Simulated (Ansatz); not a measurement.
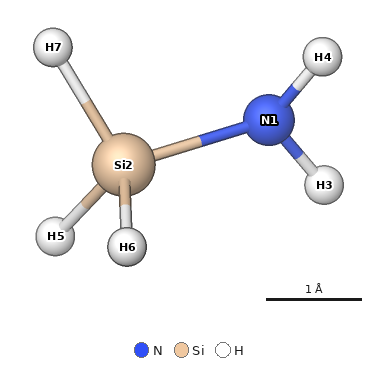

**Figure 1.** The structure as given in the input (ball-and-stick view, seen at a tilt; atoms are numbered from 1 in the order of the input). Bond lengths as drawn: H–N 1.01 Å, H–Si 1.49 Å and N–Si 1.72 Å.

**Molecular dynamics, with input and output: SiNH5**

System: SiNH5, SMILES N[SiH3].
Method: RKS PBE/6-31G* (Ansatz 0.2.0).

The geometry comes from this level: PBE0-D4/def2-TZVP. Figures and captions count atoms from 1; the log counts them from 0 in places.

What the program printed:
```
Functional definition: PBE
  name "PBE"
  cite "Perdew, Burke & Ernzerhof, Phys. Rev. Lett. 77, 3865 (1996) doi:10.1103/PhysRevLett.77.3865"
  parent pbe
  parameter kappa = 0.804
  parameter beta = 0.06672455060314922
  exchange = pbe_x(kappa = kappa, mu = beta*pi^2/3)
  correlation = pbe_c(beta = beta)
501 factors; integrals over basis functions are off by at most 7.7e-4 eV
mean field evaluation 1: about -9435.4206 eV, gradient 5.9e1 eV
mean field evaluation 2: about -9411.5532 eV, gradient 1.1e2 eV
mean field evaluation 4: about -9442.4251 eV, gradient 2.5e0 eV
mean field evaluation 8: about -9442.4487 eV, gradient 1.1e-2 eV
mean field -9442.44865971 eV, -347.0035879227 hartree, gradient 6.8e-5 eV, S^2 0.000000; 0 other end points of the search recorded, 0 dependent functions left out
the calculation of the forces begins
reference -9442.44868972 eV, -347.0035890254 hartree; 13, 13 occupied and 31, 31 virtual orbitals, 501 factors
md step     0: t =     0.00 fs  T =   600.0 K  F+E_penalty+E_count = -9442.44865971 eV  E_kin = 0.542892 eV  (21 SCF iters)
these checks for a lower state are left out or cut short: starts, cluster_reference, orbital_swaps, neighbouring_geometries, increment
501 factors; integrals over basis functions are off by at most 7.7e-4 eV
mean field evaluation 16: about -9442.4514 eV, gradient 2.3e-2 eV
mean field -9442.45136011 eV, -347.0036871608 hartree, gradient 2.7e-5 eV, S^2 0.000000; 0 other end points of the search recorded, 0 dependent functions left out
[... from here on the field's lines of each further geometry are left out, up to the last ...]
md step     1: t =     0.50 fs  T =   587.1 K  F+E_penalty+E_count = -9442.45136011 eV  E_kin = 0.531204 eV  (21 SCF iters)
md step     2: t =     1.00 fs  T =   562.6 K  F+E_penalty+E_count = -9442.43330013 eV  E_kin = 0.509022 eV  (21 SCF iters)
md step     3: t =     1.50 fs  T =   489.8 K  F+E_penalty+E_count = -9442.40174828 eV  E_kin = 0.443193 eV  (20 SCF iters)
md step     4: t =     2.00 fs  T =   446.3 K  F+E_penalty+E_count = -9442.36923535 eV  E_kin = 0.403820 eV  (22 SCF iters)
md step     5: t =     2.50 fs  T =   412.9 K  F+E_penalty+E_count = -9442.34310568 eV  E_kin = 0.373598 eV  (21 SCF iters)
md step     6: t =     3.00 fs  T =   384.7 K  F+E_penalty+E_count = -9442.32690942 eV  E_kin = 0.348048 eV  (22 SCF iters)
md step     7: t =     3.50 fs  T =   383.1 K  F+E_penalty+E_count = -9442.32335540 eV  E_kin = 0.346623 eV  (22 SCF iters)
md step     8: t =     4.00 fs  T =   419.7 K  F+E_penalty+E_count = -9442.33263714 eV  E_kin = 0.379711 eV  (22 SCF iters)
md step     9: t =     4.50 fs  T =   443.8 K  F+E_penalty+E_count = -9442.34991953 eV  E_kin = 0.401572 eV  (21 SCF iters)
md step    10: t =     5.00 fs  T =   427.1 K  F+E_penalty+E_count = -9442.36495488 eV  E_kin = 0.386424 eV  (22 SCF iters)
md step    11: t =     5.50 fs  T =   435.6 K  F+E_penalty+E_count = -9442.36950986 eV  E_kin = 0.394133 eV  (22 SCF iters)
md step    12: t =     6.00 fs  T =   398.2 K  F+E_penalty+E_count = -9442.36016494 eV  E_kin = 0.360339 eV  (22 SCF iters)
md step    13: t =     6.50 fs  T =   416.5 K  F+E_penalty+E_count = -9442.34070133 eV  E_kin = 0.376896 eV  (22 SCF iters)
md step    14: t =     7.00 fs  T =   405.1 K  F+E_penalty+E_count = -9442.31835662 eV  E_kin = 0.366507 eV  (22 SCF iters)
md step    15: t =     7.50 fs  T =   375.0 K  F+E_penalty+E_count = -9442.30010439 eV  E_kin = 0.339299 eV  (22 SCF iters)
md step    16: t =     8.00 fs  T =   361.2 K  F+E_penalty+E_count = -9442.29213121 eV  E_kin = 0.326783 eV  (22 SCF iters)
md step    17: t =     8.50 fs  T =   393.2 K  F+E_penalty+E_count = -9442.29635159 eV  E_kin = 0.355760 eV  (22 SCF iters)
md step    18: t =     9.00 fs  T =   379.4 K  F+E_penalty+E_count = -9442.30885400 eV  E_kin = 0.343248 eV  (21 SCF iters)
md step    19: t =     9.50 fs  T =   401.5 K  F+E_penalty+E_count = -9442.32383044 eV  E_kin = 0.363250 eV  (23 SCF iters)
the calculation of the forces begins
reference -9442.33362868 eV, -346.9993606105 hartree; 13, 13 occupied and 31, 31 virtual orbitals, 501 factors
501 factors; integrals over basis functions are off by at most 8.2e-4 eV
mean field -9442.33359920 eV, -346.9993595270 hartree, gradient 3.4e-5 eV, S^2 0.000000; 1 other end points of the search recorded, 0 dependent functions left out
the calculation of the forces begins
reference -9442.33362868 eV, -346.9993606105 hartree; 13, 13 occupied and 31, 31 virtual orbitals, 501 factors
md step    20: t =    10.00 fs  T =   426.9 K  F+E_penalty+E_count = -9442.33359920 eV  E_kin = 0.386308 eV  (23 SCF iters)
```

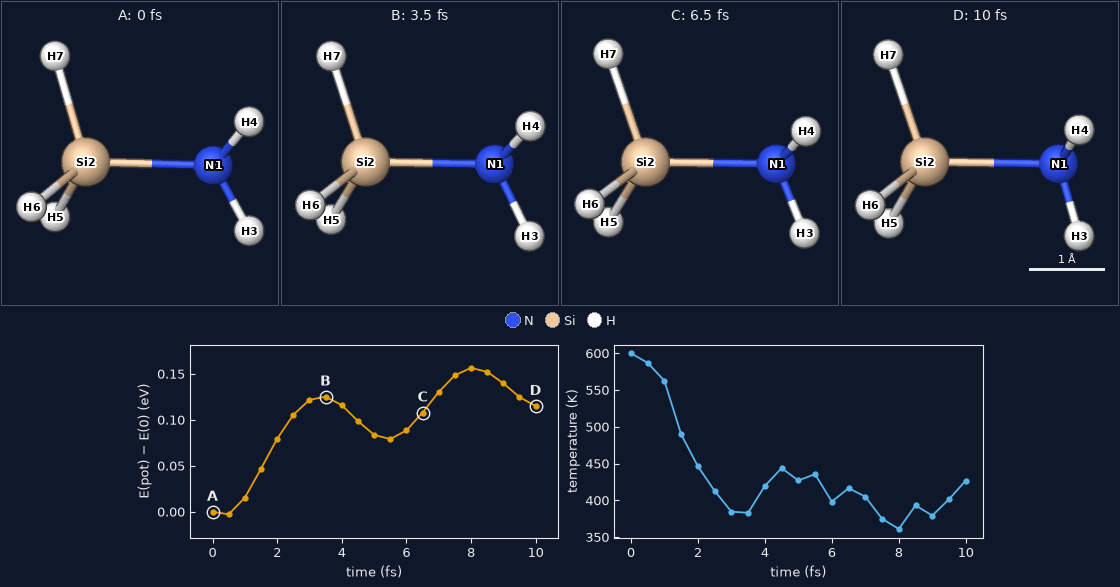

**Figure 2.** Frames of the molecular dynamics (ball-and-stick, seen at a tilt) above the curves, on which the letters mark them. The trajectory kept here has 21 frames over 10 fs. The temperature starts at 600 K, ranges from 361 to 600 K and averages 402 K over the second half. The potential energy ends 0.115 eV above its first value. After an unweighted best fit of the last frame on the first, the root-mean-square displacement is 0.11 Å, and N1 has moved furthest (0.19 Å).

```
Total energy: -9442.33362868 eV, -346.9993606105 hartree
Atom 0 at    -0.149767    -1.119101    -0.050330 Å, force     0.848314     1.262045     0.079190 eV/Å
Atom 1 at     0.197641     0.650806    -0.081453 Å, force     0.177461    -0.117456     0.484667 eV/Å
Atom 2 at    -1.152092    -1.220635     0.009611 Å, force    -0.806480    -0.359960    -0.027312 eV/Å
Atom 3 at     0.235571    -1.489265     0.826658 Å, force     0.015139    -0.237942    -0.056014 eV/Å
Atom 4 at    -0.506287     1.294564    -1.252183 Å, force     0.295044    -0.227468    -0.013853 eV/Å
Atom 5 at    -0.270561     1.453420     1.118661 Å, force    -0.159846    -0.118919    -0.038704 eV/Å
Atom 6 at     1.702151     0.878772     0.022025 Å, force    -0.369631    -0.200300    -0.427975 eV/Å
Dipole moment:    -0.165720    -0.078996     0.220389 e Å
```

Trajectory as extended XYZ (Å, eV, eV/Å), 21 frames, from step=0 to step=20:
```
7
Properties=species:S:1:pos:R:3:forces:R:3 step=0 time_fs=0.0 energy=-9442.44866 temperature=600.0
N    -0.0977   -1.0710   -0.0209    0.1791  -0.1779  -0.3516
Si    0.1280    0.6326   -0.0950   -0.0190   0.2445   0.0806
H    -1.0177   -1.4578   -0.1574   -0.5008  -0.2003  -0.0647
H     0.4190   -1.6129    0.6529    0.2747  -0.2840   0.3727
H    -0.5280    1.1265   -1.3332   -0.1088   0.1043  -0.2202
H    -0.4315    1.4166    1.0471   -0.0838   0.2487   0.1962
H     1.5892    0.8979   -0.1392    0.2586   0.0647  -0.0130
7
Properties=species:S:1:pos:R:3:forces:R:3 step=1 time_fs=0.5 energy=-9442.45136 temperature=587.1
N    -0.0999   -1.0723   -0.0252   -0.1991  -0.7568  -0.0986
Si    0.1302    0.6326   -0.0952    0.0020   0.1980   0.3092
H    -1.0420   -1.4554   -0.1447    0.1429   0.0923   0.0161
H     0.4076   -1.6177    0.6715    0.0142   0.0330   0.0078
H    -0.5287    1.1394   -1.3141   -0.1768   0.1415  -0.3988
H    -0.4187    1.4167    1.0516   -0.1068   0.2419   0.2172
H     1.5879    0.8999   -0.1274    0.3237   0.0501  -0.0528
7
Properties=species:S:1:pos:R:3:forces:R:3 step=2 time_fs=1.0 energy=-9442.43330 temperature=562.6
N    -0.1016   -1.0739   -0.0295   -0.5428  -1.2641   0.1815
Si    0.1325    0.6329   -0.0954    0.0436   0.1305   0.5256
H    -1.0647   -1.4535   -0.1321    0.7100   0.3445   0.0565
H     0.3957   -1.6237    0.6899   -0.2033   0.3339  -0.3459
H    -0.5299    1.1514   -1.2957   -0.2406   0.1805  -0.5692
H    -0.4060    1.4166    1.0551   -0.1331   0.2400   0.2454
H     1.5881    0.9014   -0.1146    0.3661   0.0347  -0.0938
7
Properties=species:S:1:pos:R:3:forces:R:3 step=3 time_fs=1.5 energy=-9442.40175 temperature=489.8
N    -0.1030   -1.0756   -0.0340   -0.8341  -1.6775   0.4592
Si    0.1350    0.6333   -0.0955    0.1026   0.0753   0.6915
H    -1.0850   -1.4516   -0.1193    1.1643   0.5465   0.0576
H     0.3833   -1.6304    0.7064   -0.3597   0.5973  -0.6573
H    -0.5313    1.1634   -1.2806   -0.2808   0.2054  -0.6923
H    -0.3939    1.4168    1.0580   -0.1605   0.2396   0.2752
H     1.5907    0.9029   -0.1011    0.3681   0.0133  -0.1339
7
Properties=species:S:1:pos:R:3:forces:R:3 step=4 time_fs=2.0 energy=-9442.36924 temperature=446.3
N    -0.1045   -1.0773   -0.0379   -1.0501  -1.9683   0.7069
Si    0.1376    0.6337   -0.0953    0.1363   0.0682   0.7787
H    -1.1021   -1.4478   -0.1063    1.4790   0.6832   0.0291
H     0.3703   -1.6368    0.7207   -0.4546   0.8083  -0.9075
H    -0.5343    1.1770   -1.2700   -0.2720   0.1919  -0.7238
H    -0.3828    1.4180    1.0614   -0.1804   0.2279   0.2891
H     1.5948    0.9042   -0.0877    0.3419  -0.0113  -0.1725
7
Properties=species:S:1:pos:R:3:forces:R:3 step=5 time_fs=2.5 energy=-9442.34311 temperature=412.9
N    -0.1063   -1.0795   -0.0414   -1.1587  -2.1280   0.9275
Si    0.1401    0.6341   -0.0949    0.1607   0.0837   0.8299
H    -1.1148   -1.4414   -0.0935    1.6349   0.7482  -0.0202
H     0.3562   -1.6420    0.7343   -0.5014   0.9724  -1.1071
H    -0.5384    1.1916   -1.2612   -0.2394   0.1569  -0.7102
H    -0.3722    1.4204    1.0651   -0.1922   0.2044   0.2889
H     1.5998    0.9056   -0.0756    0.2962  -0.0376  -0.2089
7
Properties=species:S:1:pos:R:3:forces:R:3 step=6 time_fs=3.0 energy=-9442.32691 temperature=384.7
N    -0.1081   -1.0818   -0.0445   -1.1835  -2.1681   1.1000
Si    0.1427    0.6346   -0.0943    0.2179   0.1082   0.8875
H    -1.1229   -1.4331   -0.0814    1.6564   0.7585  -0.0810
H     0.3410   -1.6443    0.7467   -0.4978   1.0757  -1.2415
H    -0.5410    1.2056   -1.2531   -0.2099   0.1240  -0.6956
H    -0.3622    1.4230    1.0700   -0.1977   0.1715   0.2730
H     1.6067    0.9077   -0.0642    0.2145  -0.0697  -0.2425
7
Properties=species:S:1:pos:R:3:forces:R:3 step=7 time_fs=3.5 energy=-9442.32336 temperature=383.1
N    -0.1098   -1.0842   -0.0472   -1.1983  -2.0877   1.1779
Si    0.1453    0.6352   -0.0931    0.3023   0.1479   0.9178
H    -1.1282   -1.4235   -0.0696    1.6021   0.7390  -0.1474
H     0.3248   -1.6423    0.7562   -0.4266   1.0859  -1.2665
H    -0.5430    1.2185   -1.2470   -0.1687   0.0852  -0.6563
H    -0.3524    1.4253    1.0758   -0.2029   0.1375   0.2503
H     1.6160    0.9103   -0.0523    0.0922  -0.1079  -0.2758
7
Properties=species:S:1:pos:R:3:forces:R:3 step=8 time_fs=4.0 energy=-9442.33264 temperature=419.7
N    -0.1118   -1.0870   -0.0495   -1.1204  -1.8834   1.1821
Si    0.1480    0.6357   -0.0918    0.4019   0.1855   0.9232
H    -1.1289   -1.4118   -0.0567    1.4014   0.6703  -0.2230
H     0.3080   -1.6370    0.7630   -0.3027   1.0250  -1.2015
H    -0.5448    1.2308   -1.2419   -0.1199   0.0426  -0.6032
H    -0.3431    1.4268    1.0816   -0.2084   0.1070   0.2308
H     1.6270    0.9124   -0.0403   -0.0519  -0.1469  -0.3085
7
Properties=species:S:1:pos:R:3:forces:R:3 step=9 time_fs=4.5 energy=-9442.34992 temperature=443.8
N    -0.1142   -1.0899   -0.0514   -0.9330  -1.5440   1.0907
Si    0.1510    0.6364   -0.0904    0.4992   0.2096   0.8999
H    -1.1256   -1.3976   -0.0437    1.0454   0.5503  -0.2956
H     0.2914   -1.6286    0.7666   -0.1341   0.8906  -1.0377
H    -0.5455    1.2433   -1.2385   -0.0640  -0.0060  -0.5353
H    -0.3340    1.4279    1.0867   -0.2168   0.0829   0.2180
H     1.6387    0.9138   -0.0286   -0.1968  -0.1835  -0.3401
7
Properties=species:S:1:pos:R:3:forces:R:3 step=10 time_fs=5.0 energy=-9442.36495 temperature=427.1
N    -0.1169   -1.0928   -0.0529   -0.6987  -1.1091   0.8919
Si    0.1543    0.6373   -0.0893    0.5767   0.2343   0.8459
H    -1.1208   -1.3818   -0.0312    0.6082   0.4067  -0.3538
H     0.2761   -1.6173    0.7670    0.0682   0.6864  -0.7725
H    -0.5452    1.2551   -1.2377    0.0002  -0.0617  -0.4481
H    -0.3246    1.4301    1.0908   -0.2272   0.0599   0.2065
H     1.6503    0.9148   -0.0177   -0.3273  -0.2165  -0.3698
7
Properties=species:S:1:pos:R:3:forces:R:3 step=11 time_fs=5.5 energy=-9442.36951 temperature=435.6
N    -0.1193   -1.0956   -0.0540   -0.3936  -0.6315   0.6318
Si    0.1578    0.6384   -0.0884    0.6308   0.2625   0.7756
H    -1.1143   -1.3651   -0.0203    0.0902   0.2465  -0.3944
H     0.2621   -1.6048    0.7667    0.2785   0.4549  -0.4587
H    -0.5443    1.2660   -1.2392    0.0702  -0.1227  -0.3448
H    -0.3146    1.4329    1.0947   -0.2383   0.0351   0.1891
H     1.6613    0.9156   -0.0074   -0.4378  -0.2448  -0.3986
7
Properties=species:S:1:pos:R:3:forces:R:3 step=12 time_fs=6.0 energy=-9442.36017 temperature=398.2
N    -0.1220   -1.0983   -0.0544   -0.0322  -0.1597   0.3513
Si    0.1616    0.6396   -0.0876    0.6645   0.2859   0.7004
H    -1.1079   -1.3489   -0.0107   -0.4659   0.0882  -0.4163
H     0.2491   -1.5917    0.7676    0.4730   0.2269  -0.1404
H    -0.5425    1.2758   -1.2423    0.1391  -0.1830  -0.2393
H    -0.3048    1.4364    1.0981   -0.2496   0.0112   0.1697
H     1.6713    0.9160    0.0023   -0.5290  -0.2694  -0.4255
7
Properties=species:S:1:pos:R:3:forces:R:3 step=13 time_fs=6.5 energy=-9442.34070 temperature=416.5
N    -0.1252   -1.1010   -0.0539    0.3408   0.2744   0.0731
Si    0.1658    0.6406   -0.0868    0.6746   0.2996   0.6367
H    -1.1030   -1.3335   -0.0013   -0.9955  -0.0518  -0.4178
H     0.2384   -1.5776    0.7699    0.6368   0.0123   0.1609
H    -0.5403    1.2835   -1.2448    0.1965  -0.2307  -0.1557
H    -0.2965    1.4408    1.1004   -0.2536  -0.0143   0.1494
H     1.6806    0.9158    0.0103   -0.5996  -0.2895  -0.4466
7
Properties=species:S:1:pos:R:3:forces:R:3 step=14 time_fs=7.0 energy=-9442.31836 temperature=405.1
N    -0.1286   -1.1037   -0.0533    0.6727   0.6644  -0.1967
Si    0.1704    0.6418   -0.0860    0.6541   0.2784   0.5796
H    -1.1006   -1.3187    0.0065   -1.4411  -0.1661  -0.3995
H     0.2298   -1.5621    0.7736    0.7633  -0.1868   0.4397
H    -0.5369    1.2890   -1.2463    0.2378  -0.2594  -0.1003
H    -0.2891    1.4446    1.1016   -0.2570  -0.0314   0.1392
H     1.6877    0.9138    0.0172   -0.6296  -0.2991  -0.4620
7
Properties=species:S:1:pos:R:3:forces:R:3 step=15 time_fs=7.5 energy=-9442.30010 temperature=375.0
N    -0.1323   -1.1065   -0.0529    0.9639   0.9658  -0.3820
Si    0.1751    0.6431   -0.0851    0.6208   0.2261   0.5167
H    -1.1010   -1.3039    0.0113   -1.7666  -0.2555  -0.3610
H     0.2240   -1.5468    0.7792    0.8112  -0.3243   0.6154
H    -0.5324    1.2935   -1.2475    0.2680  -0.2768  -0.0608
H    -0.2824    1.4473    1.1020   -0.2637  -0.0352   0.1438
H     1.6932    0.9103    0.0228   -0.6336  -0.3001  -0.4720
7
Properties=species:S:1:pos:R:3:forces:R:3 step=16 time_fs=8.0 energy=-9442.29213 temperature=361.2
N    -0.1358   -1.1094   -0.0527    1.1532   1.1626  -0.4578
Si    0.1796    0.6445   -0.0842    0.5752   0.1717   0.4616
H    -1.1051   -1.2885    0.0133   -1.9050  -0.3128  -0.3081
H     0.2212   -1.5323    0.7868    0.7723  -0.3947   0.6670
H    -0.5284    1.2972   -1.2488    0.2950  -0.2899  -0.0238
H    -0.2776    1.4492    1.1034   -0.2595  -0.0431   0.1358
H     1.6982    0.9056    0.0261   -0.6312  -0.2938  -0.4746
7
Properties=species:S:1:pos:R:3:forces:R:3 step=17 time_fs=8.5 energy=-9442.29635 temperature=393.2
N    -0.1392   -1.1123   -0.0522    1.1733   1.2820  -0.4664
Si    0.1841    0.6461   -0.0833    0.5071   0.1114   0.4204
H    -1.1133   -1.2719    0.0142   -1.8172  -0.3364  -0.2470
H     0.2211   -1.5185    0.7952    0.6747  -0.4282   0.6429
H    -0.5244    1.2990   -1.2504    0.3160  -0.2945   0.0079
H    -0.2748    1.4504    1.1061   -0.2431  -0.0558   0.1107
H     1.7021    0.8996    0.0266   -0.6109  -0.2784  -0.4686
7
Properties=species:S:1:pos:R:3:forces:R:3 step=18 time_fs=9.0 energy=-9442.30885 temperature=379.4
N    -0.1426   -1.1147   -0.0515    1.1061   1.3134  -0.3592
Si    0.1886    0.6477   -0.0825    0.4179   0.0423   0.4040
H    -1.1243   -1.2547    0.0145   -1.5742  -0.3435  -0.1811
H     0.2236   -1.5071    0.8050    0.5074  -0.3995   0.4935
H    -0.5198    1.2989   -1.2520    0.3272  -0.2877   0.0282
H    -0.2729    1.4506    1.1099   -0.2208  -0.0690   0.0735
H     1.7043    0.8927    0.0260   -0.5636  -0.2560  -0.4587
7
Properties=species:S:1:pos:R:3:forces:R:3 step=19 time_fs=9.5 energy=-9442.32383 temperature=401.5
N    -0.1461   -1.1169   -0.0508    0.9904   1.2886  -0.1539
Si    0.1931    0.6493   -0.0819    0.3052  -0.0311   0.4312
H    -1.1375   -1.2377    0.0132   -1.2232  -0.3471  -0.1104
H     0.2282   -1.4979    0.8158    0.2801  -0.3233   0.2383
H    -0.5137    1.2971   -1.2530    0.3209  -0.2652   0.0229
H    -0.2715    1.4517    1.1145   -0.1918  -0.0927   0.0177
H     1.7041    0.8856    0.0249   -0.4817  -0.2292  -0.4459
7
Properties=species:S:1:pos:R:3:forces:R:3 step=20 time_fs=10.0 energy=-9442.33360 temperature=426.9
N    -0.1498   -1.1191   -0.0503    0.8483   1.2620   0.0792
Si    0.1976    0.6508   -0.0815    0.1775  -0.1175   0.4847
H    -1.1521   -1.2206    0.0096   -0.8065  -0.3600  -0.0273
H     0.2356   -1.4893    0.8267    0.0151  -0.2379  -0.0560
H    -0.5063    1.2946   -1.2522    0.2950  -0.2275  -0.0139
H    -0.2706    1.4534    1.1187   -0.1598  -0.1189  -0.0387
H     1.7022    0.8788    0.0220   -0.3696  -0.2003  -0.4280
```

This output came from the following input.

Input file:
```yaml
crystal:
  periodic: [false, false, false]
  atoms:
    - {symbol: N, position_ang: [-0.097708, -1.071027, -0.020896]}
    - {symbol: Si, position_ang: [0.128020, 0.632596, -0.095040]}
    - {symbol: H, position_ang: [-1.017741, -1.457766, -0.157438]}
    - {symbol: H, position_ang: [0.419035, -1.612875, 0.652936]}
    - {symbol: H, position_ang: [-0.528044, 1.126499, -1.333240]}
    - {symbol: H, position_ang: [-0.431496, 1.416634, 1.047139]}
    - {symbol: H, position_ang: [1.589234, 0.897941, -0.139161]}
basis:
  gaussian: {orbitals: "6-31G*"}
hamiltonian: {xc: {name: PBE}}
md: {timestep: 0.5 fs, n_steps: 20, ensemble: nvt_langevin, temperature: 700, initial_velocities: maxwell_boltzmann, friction: 0.01, seed: 184}
```

Launch command:
```bash
ansatz run in.yaml --threads 4 --pin off --events-out ev --progress --plain --max-ram 10444MiB
```

Summary:

| quantity | value |
| --- | --- |
| outcome | finished |
| mean temperature over the second half | 402 K |
| trajectory | 20 steps, 10 fs |
| ensemble | nvt_langevin |
| temperature in the input | 700 K |
| time step | 0.5 fs |
| potential energy (last step) | −9442.3336 eV |
| SCF solution under orbital rotations (last step) | stable |
| largest force (length of the vector) (last step) | 1.523 eV/Å |
| dipole moment (last step) | 1.38 D |
| hardware | 4 threads of Arm Neoverse V2, 23 GiB of memory available, shared host |
| wall time | 6 s (CPU time 19 s) |
| peak memory | 0.08 GiB |

So short a trajectory is not equilibrated. The logged temperature at the start can lie below the typed one, since it is counted over all degrees of freedom. The temperature stays far from the 700 K of the thermostat over the second half: the run isn't equilibrated.
